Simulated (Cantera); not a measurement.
Feed: 1 mol Ta2O5, 480 mol H2, at 0.133 bar.

These are equilibrium values from Cantera (NASA tables, ideal gas, pure condensed phases), not measurements of a reactor. Candidate condensed phases: H2O, Ta, Ta2O5; 12 gas species. Mutual solubility and eutectic melting of coexisting phases are not modelled. Condensed phases not in the tables: N, O or C dissolved in the metal. Equilibrium is a limit: real reactors are often held back by kinetics, nucleation or transport.

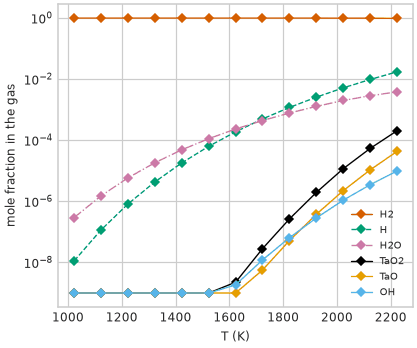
Figure. Equilibrium gas composition (values under 1e-9 drawn at 1e-9)

Read off the mole fractions at 1923 K.

H2 about 1.00, H about 0.0026, H2O about 0.0013, TaO2 about 2.0e-6, TaO about 3.8e-7, OH about 2.9e-7.
